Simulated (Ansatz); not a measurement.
System: CHOP (SMILES OC#P).

Input file:

```
crystal:
  periodic: [false, false, false]
  atoms:
    - {symbol: C, position_ang: [-0.948724, -0.296101, 1.879573]}
    - {symbol: O, position_ang: [-1.873539, -0.741924, 2.664635]}
    - {symbol: P, position_ang: [0.158519, 0.178425, 0.897491]}
    - {symbol: H, position_ang: [-2.075370, -0.099982, 3.361716]}
basis:
  gaussian: {orbitals: def2-TZVPD}
hamiltonian: {xc: {name: PBE0}}
output: {forces: true, orbitals: {seedname: orbitals}}
```

Launched as:

```sh
ansatz run input.yaml --threads 1 --pin off --max-ram 2610MiB --events-out events.jsonl --progress --plain --runs-dir runs
```

Geometry: PBE0-D3(BJ)/def2-SVP.

Theory: isolated molecule in a Gaussian basis; Kohn-Sham density functional theory, functional PBE0 in Ansatz 0.2.0.

### Predict the electron density and electron localisation function between the atoms.

C–O (1.29 Å): ρ at the midpoint is about 2.7 e/Å³; the ELF peaks at about 0.90 between the atoms (a polar covalent bond).
C–P (1.55 Å): the density is about 1.5 e/Å³ at the midpoint; the ELF peaks at about 0.85 between the atoms: a covalent bond.
O–H (0.97 Å): ρ is about 3.8 e/Å³ halfway; the ELF climbs to about 1 towards the hydrogen, as it does in any bond to H (a covalent bond by its length).

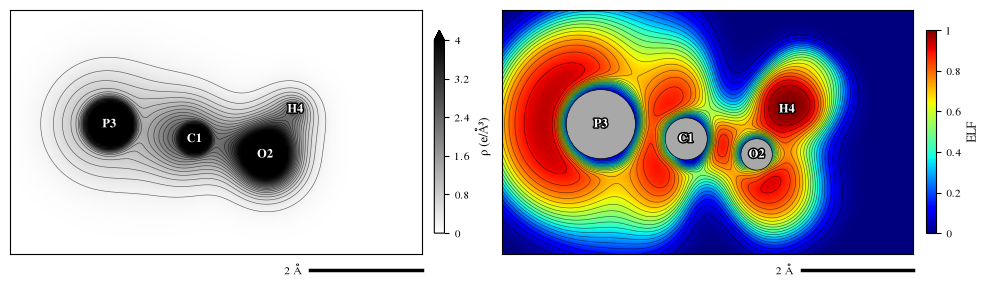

Computed electron density and electron localisation function on the molecular plane, in this order. Grey discs cover the atomic cores in the ELF map. 
